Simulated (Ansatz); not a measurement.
# AlCuSeO, from a guessed structure to a relaxed one, part 2 of 2

Starting from a made-up structure for AlCuSeO, the aim is the relaxed cell, its shortest contacts and, where a second run follows, its electronic structure.

Ansatz 0.2.0; DFT, PBE, plane-wave PAW, files of the set soft_1, scalar-relativistic, ferromagnetic start, cell and ions relaxed at zero pressure; PAW set soft_1 (the session's first sound run).

So far: Set-up; Relaxation of the guess.

### Step 2. Relaxation of the guess (continued)

Relaxation path (22 of 26):

```csv
step,energy less that of the first step (eV),largest force component (eV/Å),pressure (GPa),volume (Å³)
1,0.0000,3.1798,0.39,131.52
2,-1.4737,2.1286,-1.19,130.17
3,-2.3137,0.2958,3.38,126.38
5,-2.5186,0.1525,0.11,133.07
6,-2.5236,0.0556,-0.32,133.49
7,-2.5249,0.0350,-0.17,133.66
8,-2.5257,0.0019,0.04,134.12
9*,-2.5461,0.0033,0.25,134.12
11,-2.5492,0.0155,-0.01,136.49
12,-2.5486,0.0161,-0.03,137.74
13,-2.5550,0.0673,0.07,142.62
14,-2.5864,0.1511,0.03,147.67
15,-2.6315,0.1933,-0.19,152.72
16,-2.6684,0.1901,-0.54,157.37
18,-2.7023,0.2147,-0.53,162.24
19,-2.7102,0.4026,0.35,161.75
20,-2.7201,0.0302,-0.09,162.76
21,-2.7219,0.0088,0.03,162.56
22,-2.7218,0.0022,-0.01,162.63
24,-2.7817,0.0342,-0.10,164.18
25,-2.7819,0.0046,-0.01,164.19
26*,-2.7831,0.0046,0.00,164.19
```

Relaxation steps marked * repeat the geometry before them on a plane-wave basis chosen anew for their cell, so energy and pressure can jump there. Other such steps can lie between the rows shown.

The run keeps the 4 symmetry operations that it works with, so distortions that break them were not tested.

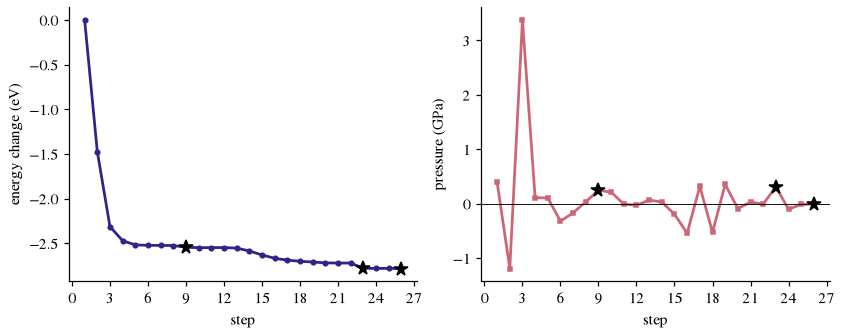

Energy and pressure along the relaxation. Stars mark steps on a basis chosen anew.

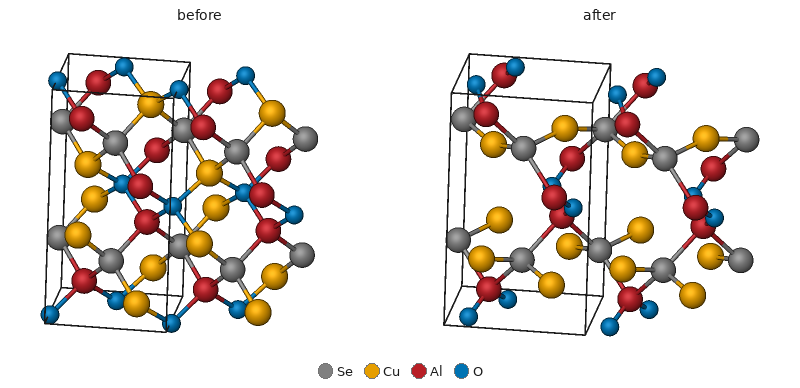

Before and after, at one scale.

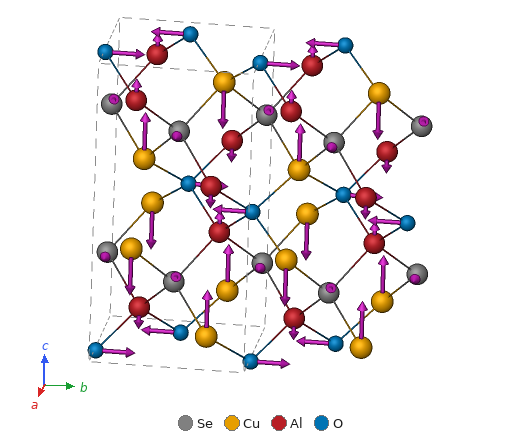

Displacements in the relaxation, exaggerated, measured against the changing cell; the longest in the cell stands for 0.93 Å. 1×2×1 conventional cells are drawn. Some periodic images of atoms are drawn too.

```csv
cell as run,before,after,change
a (Å),6.247,6.483,+3.8 %
b (Å),6.247,6.483,+3.8 %
c (Å),6.247,6.483,+3.8 %
α (°),132.50,130.38,-1.6 %
β (°),131.73,125.45,-4.8 %
γ (°),70.05,76.83,+9.7 %
volume (Å³/atom),16.44,20.52,+24.8 %
```

The atoms that moved most (Å, as changes of fractional coordinates times the final cell):

```csv
atom,dx,dy,dz,length
Cu3,0.000,0.000,0.932,0.932
Cu4,0.000,0.000,-0.932,0.932
O8,0.000,-0.788,0.000,0.788
O7,0.000,0.788,0.000,0.788
Se1,-0.391,0.000,0.000,0.391
Se2,0.391,0.000,0.000,0.391
Al5,0.000,0.000,-0.333,0.333
Al6,0.000,0.000,0.333,0.333
```

Final coordinates:

```cif
data_structure
_symmetry_space_group_name_H-M 'P 1'
_symmetry_Int_Tables_number 1
_cell_length_a 6.4826
_cell_length_b 6.4826
_cell_length_c 6.4826
_cell_angle_alpha 130.376
_cell_angle_beta 125.450
_cell_angle_gamma 76.833
_cell_volume 164.19
loop_
_atom_site_label
_atom_site_type_symbol
_atom_site_fract_x
_atom_site_fract_y
_atom_site_fract_z
_atom_site_occupancy
Se1 Se 0.75000 0.44075 0.69075 1
Se2 Se 0.25000 0.05925 0.80925 1
Cu3 Cu 0.95435 0.70435 0.25000 1
Cu4 Cu 0.54565 0.79565 0.75000 1
Al5 Al 0.33191 0.08191 0.25000 1
Al6 Al 0.16809 0.41809 0.75000 1
O7 O 0.14288 0.25000 0.39288 1
O8 O 0.35712 0.75000 0.10712 1
```

Numbers from this step:

```
free energy         : -26402.8849 eV
Fermi energy        : 5.862 eV
gap by band count   : 1.712 eV
electrons           : 88
symmetry operations : 4
pressure            : -0.003123 GPa
```

Shortest distances by pair of elements, guess and relaxed (not always the same contact):

```csv
pair,guess (Å),relaxed (Å)
Al–O,2.112,1.717
Cu–Se,2.244,2.292
Al–Se,2.301,2.490
O–O,3.512,3.003
Cu–Cu,3.412,3.112
```

The relaxation ends with a largest force component of 0.0046 eV/Å and a pressure of 0.00 GPa. No moment survives the cycle: this start ends non-magnetic.

### Step 3. Electronic structure of the relaxed cell

A second self-consistent run takes a narrower smearing and the mesh shown in its input; the bands follow along the standard path of the relaxed lattice.

This step: DFT, PBE, plane-wave PAW, files of the set soft_1, scalar-relativistic, no spin, bands and density of states at the relaxed cell; PAW set soft_1 (Ansatz 0.2.0).

Contents of input.yaml:

```yaml
crystal:
  lattice:
    - [-2.7203792245, 2.9707126559, 5.0791783182]
    - [2.7203792245, -2.9707126559, 5.0791783182]
    - [2.7203792245, 2.9707126559, -5.0791783182]
  atoms:
    - { symbol: Se, position: [0.75, 0.4407539284, 0.6907539284] }
    - { symbol: Se, position: [0.25, 1.0592460716, 0.8092460716] }
    - { symbol: Cu, position: [0.9543479696, 0.7043479696, 0.25] }
    - { symbol: Cu, position: [0.5456520304, 0.7956520304, 0.75] }
    - { symbol: Al, position: [0.3319100712, 0.0819100712, 0.25] }
    - { symbol: Al, position: [0.1680899288, 0.4180899288, 0.75] }
    - { symbol: O, position: [0.1428757761, 0.25, 0.3928757761] }
    - { symbol: O, position: [0.3571242239, 0.75, 0.1071242239] }
kpoints:
  mp_grid: { grid: [8, 8, 8] }
  band_path:
    path:
      - [[0.0, 0.0, 0.0], [-0.32171533, 0.32171533, 0.32171533], [-0.15723664, 0.15723664, 0.48619401], [0.0, 0.0, 0.5], [0.25, 0.25, 0.25], [0.0, 0.5, 0.0], [0.32171533, 0.67828467, -0.32171533], [0.5, 0.5, -0.5], [0.0, 0.0, 0.0], [0.33552132, -0.33552132, 0.33552132], [0.5, 0.0, 0.0], [0.25, 0.25, 0.25]]
      - [[0.15723664, -0.15723664, 0.51380599], [0.33552132, -0.33552132, 0.33552132]]
      - [[0.66447868, 0.33552132, -0.33552132], [0.5, 0.5, -0.5]]
    npoints: 6
scf:
  occupations: { method: fermi_dirac, width: 0.03 }
  n_extra_bands: 12
hamiltonian:
  xc: pbe
  pseudopotentials: { kind: paw, azcp: { folder: soft_1 } }
output:
  forces: true
  stress: true
  write_bands: true
  dos: { projected: true }
  write_density: true
  write_potential: true
  elf: true
  volumetric_format: npy
```

Launch:

```
ansatz run input.yaml --threads 4 --pin off --max-ram 10240MiB --backend cpu --events-out ev --progress --plain --runs-dir out
```

Numbers of over 12 decimals in the logs are rounded to 6 here.

The program printed:

```text
[...]
Crystal: 8 atoms, lattice volume = 164.189 Å³
Basis set: ecut = 420 eV, 3201 PW (Γ), exchange–correlation on 90×90×90 points (8 copies of the dense FFT grid, shifted against one another)
Bands: 56, of which v1, the nominal top of the filled ones, is band 44 counted from 1 (43 counted from 0)
Symmetry: 4 space group operations
[...]
k-points: 95 of 512 (time reversal used)
[...]
SCF iter   1: F=—  HF=-26405.516325 eV  |F-HF|=—  |Δ(HF+E_count)|=         —  Δρ=8.65e-2  dr2=1.15e1  ethr=3.10e-3  ⟨swp⟩=6.1  Hψ=20042  notcnv=0  defer=22
[...]
SCF iter  12: F=-26402.884915 eV  HF=-26402.884915 eV  |F-HF|=1.04e-8  |Δ(HF+E_count)|=   2.97e-7  Δρ=2.80e-6  dr2=1.16e-8  ethr=1.14e-10  ⟨swp⟩=15.3  Hψ=41269  notcnv=0
SCF 1 converged in 12 iterations: F = -26402.884915 eV  dr2 = 1.16e-8
[...]
NSCF: frozen V_eff on 81 k-points
SCF converged after 12 iterations
Free energy (F): -26402.884915 eV
[...]
Internal energy: -26402.884915 eV  (E = F + TS)
E sigma→0 (E₀):  -26402.884915 eV
Fermi energy:    5.820509 eV
[...]
--- Forces (eV/Å), atoms counted from 1 ---
  atom   1  Se     0.00213357    -0.00000000    -0.00000000
  atom   2  Se    -0.00213357     0.00000000    -0.00000000
  atom   3  Cu    -0.00000000     0.00000000     0.00233545
  atom   4  Cu    -0.00000000    -0.00000000    -0.00233545
  atom   5  Al    -0.00000000    -0.00000000    -0.00403450
  atom   6  Al    -0.00000000     0.00000000     0.00403450
  atom   7  O      0.00000000     0.00456551    -0.00000000
  atom   8  O     -0.00000000    -0.00456551    -0.00000000
  max |Σ_I F_I| component: 5.81e-17 eV/Å
--- Stress (GPa, compression-positive) ---
       -0.028522       0.000000       0.000000
        0.000000      -0.000262      -0.000000
        0.000000      -0.000000       0.019505
  P = ⅓ Tr σ = -0.0031 GPa (-0.031 kbar)
--- Band table (eV; the first three rows and the last of 95) ---
  k-point 0: bands = [... 40 lower, 4.0596, 4.1477, 4.4672, 4.5906, 6.6314, 8.0417, 8.3360, 8.8557, ... 8 higher]
  k-point 1: bands = [... 40 lower, 4.0680, 4.1736, 4.3877, 4.6435, 7.0010, 8.1710, 8.5418, 8.9050, ... 8 higher]
  k-point 2: bands = [... 40 lower, 4.0914, 4.2016, 4.3967, 4.6143, 7.6369, 8.3266, 8.8227, 9.1356, ... 8 higher]
  k-point 94: bands = [... 40 lower, 4.1109, 4.3017, 4.3620, 4.4476, 7.3532, 7.8485, 8.8051, 9.2685, ... 8 higher]
```

Elapsed: 42 s, on 4 threads of Arm Neoverse V2, shared host; peak memory 1.1 GiB.

The column dr2 measures how far the density is from self-consistency, as an energy; F and HF (Harris–Foulkes) agree once it is small.

Numbers from this step:

| Property | Result |
| --- | --- |
| Fermi energy | 5.821 eV |
| pressure | -0.003093 GPa |
| gap on the k-mesh | 1.712 eV |

From bands.tsv. Electronic bands along the path, in eV, zero at the valence top; v1 is the highest filled band, c1 the lowest empty one:

```csv
point,v4,v3,v2,v1,c1,c2,c3,c4
Γ,-0.86,-0.77,-0.45,-0.33,1.71,3.13,3.42,3.94
X,-0.87,-0.79,-0.74,-0.05,3.64,4.13,4.22,4.58
L,-0.82,-0.68,-0.61,-0.28,3.42,3.62,4.17,4.47
T,-0.66,-0.64,-0.47,-0.42,3.06,3.43,3.59,4.65
W,-0.64,-0.64,-0.48,-0.48,3.50,3.50,3.65,3.65
R,-0.87,-0.82,-0.67,0.00,3.45,4.26,4.45,4.92
X1,-0.87,-0.79,-0.74,-0.05,3.64,4.13,4.22,4.58
Z,-0.81,-0.61,-0.55,-0.47,2.44,2.93,3.89,4.35
Γ,-0.86,-0.77,-0.45,-0.33,1.71,3.13,3.42,3.94
Y,-0.82,-0.76,-0.55,-0.51,2.87,4.03,4.20,4.41
S,-0.80,-0.76,-0.62,-0.53,3.55,3.71,4.32,4.45
W,-0.64,-0.64,-0.48,-0.48,3.50,3.50,3.65,3.65
jump to L1,-0.82,-0.68,-0.61,-0.28,3.42,3.62,4.17,4.47
Y,-0.82,-0.76,-0.55,-0.51,2.87,4.03,4.20,4.41
jump to Y1,-0.82,-0.76,-0.55,-0.51,2.87,4.03,4.20,4.41
Z,-0.81,-0.61,-0.55,-0.47,2.44,2.93,3.89,4.35
```

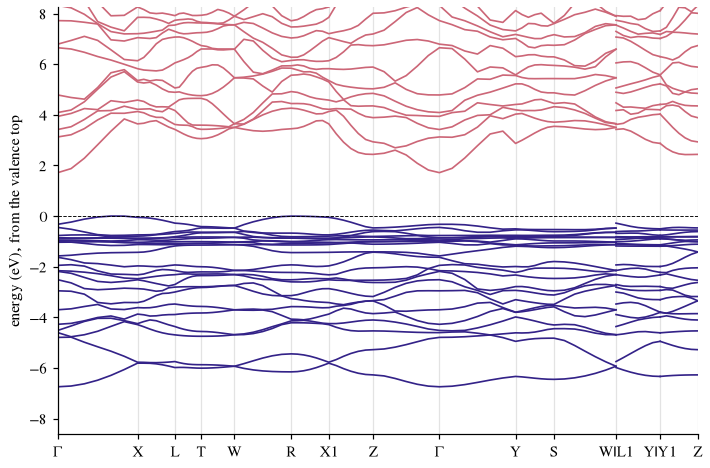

Electronic bands along the path; lines of filled and empty bands in two colours.

States per cell as run, both spins, in windows of 1 eV, from dos.tsv (zero at the valence-band top):

| from | to | total |
| --- | --- | --- |
| -8 | -7 | 0.00 |
| -7 | -6 | 1.95 |
| -6 | -5 | 1.75 |
| -5 | -4 | 4.53 |
| -4 | -3 | 5.74 |
| -3 | -2 | 8.24 |
| -2 | -1 | 8.33 |
| -1 | 0 | 13.45 |
| 0 | 1 | 0.00 |
| 1 | 2 | 0.02 |
| 2 | 3 | 0.73 |
| 3 | 4 | 3.69 |
| 4 | 5 | 5.01 |
| 5 | 6 | 4.17 |

A further 44.0 states lie below the table's range.

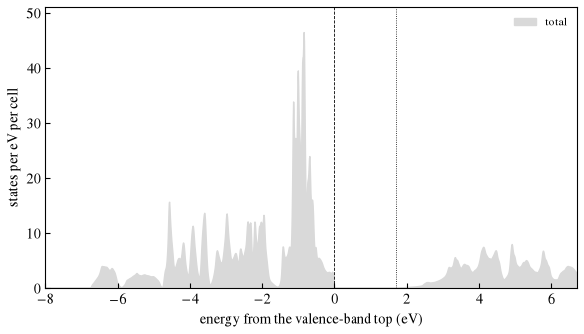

Total density of states, smoothed over about 0.04 eV. The dotted line marks the lowest empty level found on the path.

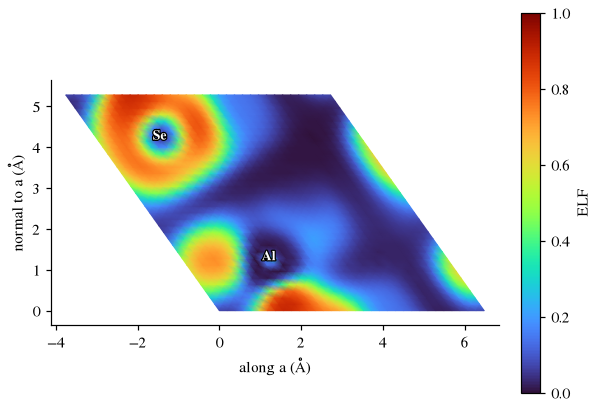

ELF in the ac plane of the cell as run, not the conventional one, at fractional y = 0.059, with atoms of Se and Al within 0.2 Å of it. It is the smooth field of the valence electrons, not physical close to the nuclei.

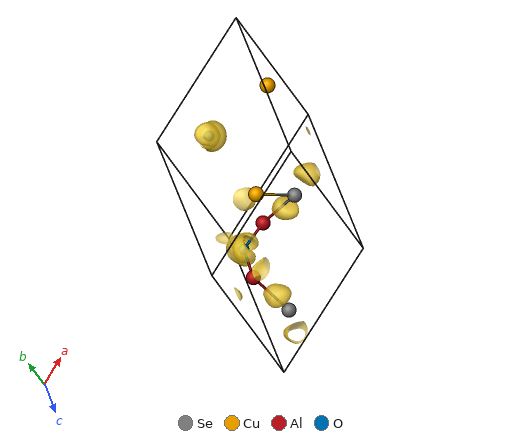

Surface of ELF = 0.82. Drawn on the cell as run, not the conventional one. Bonds to atoms that aren't drawn are left out.

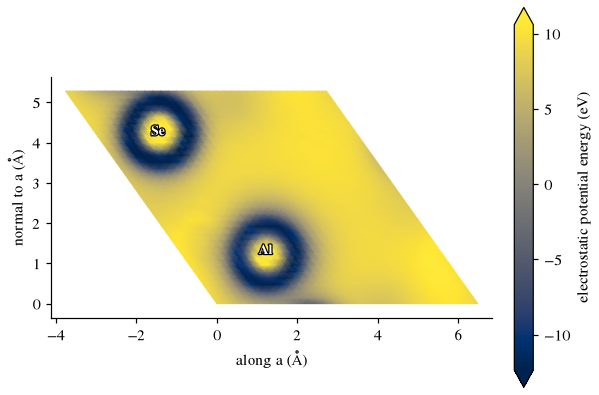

Electrostatic potential energy in the ac plane of the cell as run, not the conventional one, at fractional y = 0.059, with atoms of Se and Al within 0.2 Å of it. With pseudopotentials it is smooth inside the atoms' cores, unlike the true potential.

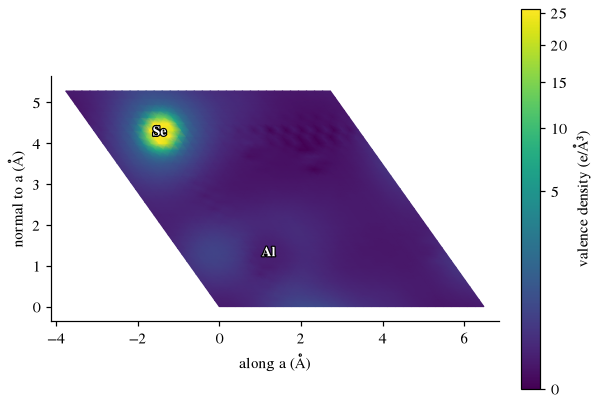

Valence density in the ac plane of the cell as run, not the conventional one, at fractional y = 0.059, with atoms of Se and Al within 0.2 Å of it. It is the smooth field of the valence electrons, not physical close to the nuclei. The colour scale is stretched toward low values.

### Step 4. Summary of results

```
space group, relaxed : I2_12_12_1
conventional cell    : a = 5.441, b = 5.941, c = 10.158 Å; α = 90.0°, β = 90.0°, γ = 90.0°
volume per atom      : 20.52 Å³ (guess 16.44)
total moment         : 0.00 μB in the cell of 8 atoms
```

In words: AlCuSeO relaxes to I2_12_12_1 with a = 5.441, b = 5.941 and c = 10.158 Å. The guessed volume was 20 % too small. The space group I2_12_12_1 was held in the relaxation, so the end point is a stationary structure within it and may be a saddle against distortions or other arrangements. The moments died out from this one start and weren't seeded again at the relaxed cell. It has an indirect Kohn–Sham gap of 1.71 eV, which semilocal functionals understate. On the 8×8×8 mesh with the narrower smearing (relaxed on 8×8×8) the largest force component is 0.005 eV/Å and the largest stress component is 0.029 GPa, within the relaxation's thresholds of 0.015 eV/Å and 0.05 GPa. The cutoff wasn't tested. No dispersion term is used, so weakly bound directions may come out too long. Nothing here tests whether the compound is stable against decomposition.

[Logs are printed without paths, hosts, clocks, repeated set-up lines and the standing remarks that a program may print on its own settings, such as how far it seeks lower states.]

[Hosts, paths, dates, database ids (printed as entryN), source tags and the programs' standing remarks are cut or masked in the printed files.]
